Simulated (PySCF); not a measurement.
Molecule: Be(OMe)(OSiH3), SMILES C[O][Be][O][SiH3]. Atoms near the plane z = 0.0 Å, at the B3LYP/def2-SVP optimised geometry (x, y, z in Å): Be1 (-0.2, 0.2, 0.0), O2 (-0.7, 1.5, 0.1), C3 (-1.3, 2.8, 0.1), H4 (-2.4, 2.7, 0.3), H5 (-0.8, 3.4, 0.9), H6 (-1.1, 3.3, -0.9), O7 (0.3, -1.1, 0.0), Si8 (0.9, -2.6, 0.0), H9 (2.4, -2.6, 0.0).

Method: B3LYP/def2-TZVP in PySCF. Cells within 0.4 Å of a nucleus heavier than hydrogen are left out (blank, or x). The values are rescaled to run from 0 to 1.

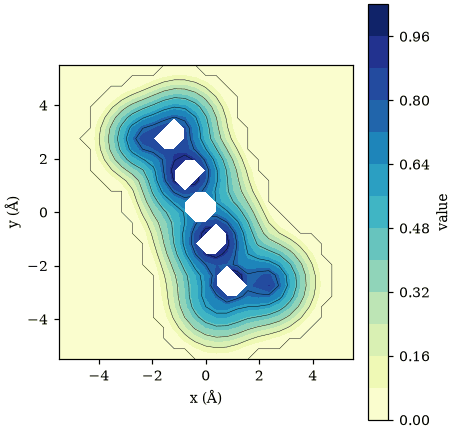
Figure: a field on the plane z = 0.0 Å.

Question: Which quantity is mapped?
(A) electron localisation function
(B) log10 of the electron density
(C) electrostatic potential
(D) Laplacian of the electron density

Answer: B, log10 of the electron density. In full: log10 of the electron density (e/bohr³), floored at −4.
